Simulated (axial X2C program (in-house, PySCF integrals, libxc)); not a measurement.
# All-electron X2C curves of CrO, part 2 of 2

Computed with an in-house X2C program for linear molecules on PySCF integrals; all-electron X2C, Cr dyall-cv3z, O dyall-av3z.

### Step 9. PBE0, 2c

State followed: Ω = 1 (excess of +ω over −ω: ω = -3/2, ω = 5/2). The scan is laid around 1.606 Å, a first estimate of the minimum, and this SCF restarts from the orbitals of the search.

The SCF at the reference distance of 1.606 Å:

```text
two-component X2C + atomic mean field  PBE0
basis functions 162  fitting functions 892  grid points 5075
iter        total energy     max residual
   1      -1125.567533198     2.47e-05
   2      -1125.567533208     2.61e-05
   3      -1125.567533213     1.53e-05
   4      -1125.567533217     1.08e-05
   5      -1125.567533221     3.46e-06
   6      -1125.567533221     5.42e-07
converged
one-electron -1674.33916631  Coulomb 543.13844016  exact exchange -14.00978002  xc functional -43.35557132  nuclear repulsion 63.26402522  atomic mean-field constant -0.26548095
```

Along the bond, energies from the lowest point:

```tsv
R (Å)	E (eV)	μ (D)	HOMO (eV)	LUMO (eV)	iterations
1.397	1.2002	-2.29	-5.34	-2.32	14
1.462	0.4863	-2.93	-5.61	-2.52	13
1.510	0.1862	-3.37	-5.77	-2.67	14
1.558	0.0365	-3.78	-5.90	-2.81	15
1.606	0.0000	-4.14	-5.98	-2.93	6
1.662	0.0575	-4.49	-6.03	-3.03	15
1.718	0.1835	-4.74	-6.04	-3.08	15
1.791	0.3981	-4.95	-6.04	-3.08	15
1.879	0.6910	-5.09	-6.04	-3.01	15
2.007	1.1250	-5.27	-6.05	-2.85	15
```

Dipoles are positive if O is the positive end.

Outer spinors at the reference distance:

```json
{"ω": "-1/2", "occupied": "yes", "ε (eV)": "-24.87", "atomic character": "76% O s, 10% Cr d, 8% Cr p", "λ mixture": "100% σ"}
{"ω": "1/2", "occupied": "yes", "ε (eV)": "-24.15", "atomic character": "75% O s, 11% Cr d, 8% Cr p", "λ mixture": "100% σ"}
{"ω": "-1/2", "occupied": "yes", "ε (eV)": "-10.04", "atomic character": "53% Cr d, 44% O p", "λ mixture": "100% π"}
{"ω": "1/2", "occupied": "yes", "ε (eV)": "-9.79", "atomic character": "53% O p, 40% Cr d, 5% O s", "λ mixture": "100% σ"}
{"ω": "-1/2", "occupied": "yes", "ε (eV)": "-9.63", "atomic character": "76% O p, 16% Cr d, 3% O s", "λ mixture": "100% σ"}
{"ω": "1/2", "occupied": "yes", "ε (eV)": "-9.12", "atomic character": "80% O p, 15% Cr d, 2% Cr p", "λ mixture": "100% π"}
{"ω": "-3/2", "occupied": "yes", "ε (eV)": "-9.10", "atomic character": "80% O p, 15% Cr d, 2% Cr p", "λ mixture": "100% π"}
{"ω": "3/2", "occupied": "yes", "ε (eV)": "-8.97", "atomic character": "52% O p, 44% Cr d", "λ mixture": "100% π"}
{"ω": "-3/2", "occupied": "yes", "ε (eV)": "-8.09", "atomic character": "99% Cr d", "λ mixture": "100% δ"}
{"ω": "5/2", "occupied": "yes", "ε (eV)": "-7.91", "atomic character": "99% Cr d", "λ mixture": "100% δ"}
{"ω": "1/2", "occupied": "yes", "ε (eV)": "-6.10", "atomic character": "52% Cr s, 20% O p, 17% Cr d", "λ mixture": "100% σ"}
{"ω": "-1/2", "occupied": "yes", "ε (eV)": "-5.98", "atomic character": "43% Cr d, 42% O p, 12% Cr p", "λ mixture": "100% π"}
{"ω": "3/2", "occupied": "no", "ε (eV)": "-2.93", "atomic character": "46% Cr d, 30% O p, 22% Cr p", "λ mixture": "100% π"}
{"ω": "1/2", "occupied": "no", "ε (eV)": "-2.06", "atomic character": "37% Cr p, 27% Cr d, 20% O p", "λ mixture": "100% σ"}
{"ω": "-1/2", "occupied": "no", "ε (eV)": "-1.99", "atomic character": "66% Cr s, 10% Cr p, 8% O p", "λ mixture": "100% σ"}
{"ω": "-1/2", "occupied": "no", "ε (eV)": "-0.43", "atomic character": "80% Cr p, 9% O p, 8% Cr d", "λ mixture": "100% π"}
```

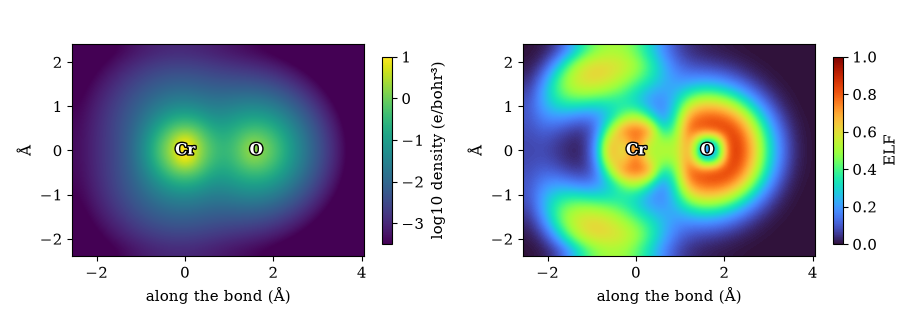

PBE0 fields in a plane through the axis, from a grid of 0.3 Å; Cr lies at z = 0 and O at z = 1.606 Å; the ELF is damped to zero where the density is low.

Re = 1.601 Å, ωe = 894 cm⁻¹, ωexe = 11.2 cm⁻¹, Be = 0.5379 cm⁻¹, De = 4.13 eV, μ = -4.11 D.

### Step 10. HF, 2c

The SCF at the reference distance of 1.606 Å:

```text
two-component X2C + atomic mean field  HF
basis functions 162  fitting functions 892  grid points 5075
iter        total energy     max residual
   1      -1124.241301955     7.58e-02
   2      -1124.272457788     2.85e-02
   3      -1124.274232425     3.55e-02
   4      -1124.283143001     8.32e-03
   5      -1124.285363416     7.68e-03
   6      -1124.286686079     4.95e-03
   7      -1124.288747190     3.37e-03
   8      -1124.289659991     3.24e-03
   9      -1124.289876857     3.55e-03
  10      -1124.289106186     2.51e-03
  11      -1124.288903404     1.30e-03
  12      -1124.288939115     5.02e-04
  13      -1124.288951891     2.67e-04
  14      -1124.288955357     1.09e-04
  15      -1124.288956120     8.46e-05
  16      -1124.288956353     3.77e-05
  17      -1124.288956456     1.33e-05
  18      -1124.288956465     3.40e-06
  19      -1124.288956465     2.40e-06
converged
one-electron -1673.84807689  Coulomb 542.76782233  exact exchange -56.20724617  xc functional 0.00000000  nuclear repulsion 63.26402522  atomic mean-field constant -0.26548095
```

On the way the iterations pass 0.025 eV below the final energy, so this may not be the lowest solution of its occupation.

No constants are quoted: the solution changes its character somewhere along the scan, so the fit is set aside.

### Step 11. LDA, 2c

Output at 1.606 Å:

```text
two-component X2C + atomic mean field  LDA
basis functions 162  fitting functions 892  grid points 5075
iter        total energy     max residual
   1      -1123.053185634     8.48e-02
   2      -1123.035600583     7.40e-02
   3      -1122.656647197     2.07e-01
   4      -1123.063949562     1.73e-02
   5      -1123.065730595     1.08e-02
   6      -1123.066699407     9.77e-03
   7      -1123.067269316     2.09e-03
   8      -1123.067298082     3.37e-04
   9      -1123.067298774     5.76e-05
  10      -1123.067298803     9.50e-06
  11      -1123.067298804     3.46e-06
converged
one-electron -1674.11585140  Coulomb 542.82242654  exact exchange 0.00000000  xc functional -54.77241820  nuclear repulsion 63.26402522  atomic mean-field constant -0.26548095
```

Re = 1.580 Å, ωe = 997 cm⁻¹, ωexe = 5.9 cm⁻¹, Be = 0.5521 cm⁻¹, De = 6.43 eV, μ = -3.40 D.

### Step 12. MP2 and beyond, 2c

Correlated methods: 12 electrons correlated (frozen shells, counted by type: Cr 3 s, 2 p; O 1 s), 262 virtual spinors in MP2, 90 natural virtuals in coupled cluster.

Output of the correlated part at 1.606 Å:

```text
correlated 12  virtual 262  natural virtual 90  E(MP2) -0.395585238  MP2 remainder -0.016755314
iter   CCSD correlation   residual
   1     -0.356277707   1.93e-01
   2     -0.373700494   1.10e-01
   3     -0.383033215   4.75e-02
   4     -0.385309644   2.54e-02
   5     -0.386851143   1.33e-02
   6     -0.387086561   4.48e-03
   7     -0.387158708   1.96e-03
   8     -0.387200399   8.16e-04
   9     -0.387185526   4.47e-04
  10     -0.387201230   2.28e-04
  11     -0.387190515   1.11e-04
  12     -0.387193132   5.05e-05
  13     -0.387192719   2.50e-05
  14     -0.387193063   1.49e-05
  15     -0.387193356   6.95e-06
  16     -0.387193442   3.43e-06
  17     -0.387193366   1.61e-06
  18     -0.387193364   8.84e-07
(T) -0.021658639  T1 0.0728  D1 0.1209  max T2 0.096
```

MP2: No constants are quoted: the reference changes its character somewhere along the scan, so the fit is set aside.

CCSD: No constants are quoted: the reference changes its character somewhere along the scan, so the fit is set aside.

CCSD(T): No constants are quoted: the reference changes its character somewhere along the scan, so the fit is set aside.

### Step 13. A higher determinant, 2c

State: Ω = 3 (excess of +ω over −ω: ω = 1/2, ω = 5/2).

Output at the reference distance:

```text
two-component X2C + atomic mean field  PBE0
basis functions 162  fitting functions 892  grid points 5075
iter        total energy     max residual
   1      -1125.566318808     3.98e-05
   2      -1125.566318828     2.53e-05
   3      -1125.566318834     1.99e-05
   4      -1125.566318840     1.12e-05
   5      -1125.566318842     1.04e-05
converged
one-electron -1674.33613608  Coulomb 543.13648872  exact exchange -14.00973192  xc functional -43.35548382  nuclear repulsion 63.26402522  atomic mean-field constant -0.26548095
```

```tsv
R (Å)	E above the lowest PBE0 point (eV)
1.397	1.236
1.462	0.521
1.510	0.221
1.558	0.070
1.606	0.033
1.662	0.089
1.718	0.214
1.791	0.426
1.879	0.717
```

Re = 1.601 Å, ωe = 892 cm⁻¹, ωexe = 11.3 cm⁻¹, Be = 0.5376 cm⁻¹, μ = -4.11 D. Te = 0.03 eV.

### Step 14. The 2c curves together

Energy (eV) of the followed determinant, 2c, from each level's lowest point:

```tsv
R (Å)	PBE0	HF (jumps)	MP2 (its reference jumps)	CCSD (its reference jumps)	CCSD(T) (its reference jumps)	LDA
1.397	1.200	1.681	1.061	n/a	n/a	1.058
1.462	0.486	0.837	0.648	0.582	0.533	0.385
1.510	0.186	0.500	0.095	0.261	0.222	0.116
1.558	0.036	0.242	0.000	0.074	0.049	0.000
1.606	0.000	0.096	0.085	0.000	0.000	0.003
1.662	0.058	0.016	0.308	0.017	0.042	0.116
1.718	0.183	0.000	0.613	0.114	0.153	0.314
1.791	0.398	0.036	1.071	0.321	0.361	0.646
1.879	0.691	0.127	1.651	n/a	n/a	1.107
2.007	1.125	0.309	2.395	n/a	n/a	1.793
```

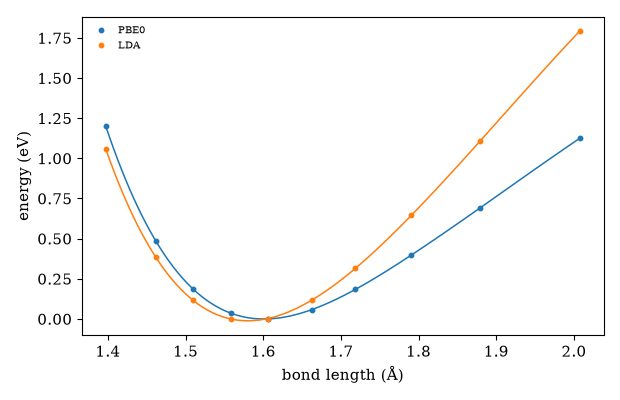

Curves of the followed state, 2c, each from its own lowest point. Left out: HF, MP2, CCSD, CCSD(T).

The whole job took 3 min on 1 thread of Intel Xeon Platinum 8488C (Sapphire Rapids), shared host.

### Step 15. Constants

The summary covers parts 1 to 2.

Lowest determinant that the search found at its distance, spin-free: M_S = 2, Λ = 1 (beyond closed shells: σα, π+α, δ+α, δ-α).

Lowest determinant that the search found at its distance, 2c: Ω = 1 (excess of +ω over −ω: ω = -3/2, ω = 5/2).

| Hamiltonian | level | Re (Å) | ωe (cm⁻¹) | De (eV) | μ (D) |
| --- | --- | --- | --- | --- | --- |
| spin-free | PBE0 | 1.601 | 894 | 4.12 | -4.11 |
| spin-free | LDA | 1.580 | 996 | 6.42 | -3.40 |
| 2c | PBE0 | 1.601 | 894 | 4.13 | -4.11 |
| 2c | LDA | 1.580 | 997 | 6.43 | -3.40 |

Dipoles are positive if O is the positive end. No constants: spin-free HF (the solution changes its character somewhere along the scan, so the fit is set aside); spin-free MP2 (the reference changes its character somewhere along the scan, so the fit is set aside); spin-free CCSD (the reference changes its character somewhere along the scan, so the fit is set aside); spin-free CCSD(T) (the reference changes its character somewhere along the scan, so the fit is set aside); 2c HF (the solution changes its character somewhere along the scan, so the fit is set aside); 2c MP2 (the reference changes its character somewhere along the scan, so the fit is set aside); 2c CCSD (the reference changes its character somewhere along the scan, so the fit is set aside); 2c CCSD(T) (the reference changes its character somewhere along the scan, so the fit is set aside).

Time per point (s) on 1 thread of Intel Xeon Platinum 8488C (Sapphire Rapids), shared host (2c runs); the times are rough: PBE0 0.58, LDA 0.28.

At PBE0, going from spin-free to two-component changes Re by 0 mÅ, ωe by 0.0 %; the spin-free picture holds up (part of it comes from the scalar share of the two-electron terms). De moves by +0.01 eV; both De rest on single-determinant atoms, which can miss part of an open shell's spin–orbit lowering.

De refers to Cr + O, each in the lowest determinant found, which need not be this curve's own limit. The state is a single determinant with fixed occupations, the lowest that a limited PBE0 search found. Dissociation energies refer to the lowest single-determinant-based atoms at the same level and basis. Density functionals use the spin component along the axis (collinear). With several unpaired electrons one determinant need not be a pure state. The spin-free determinant is spin-contaminated at some levels.
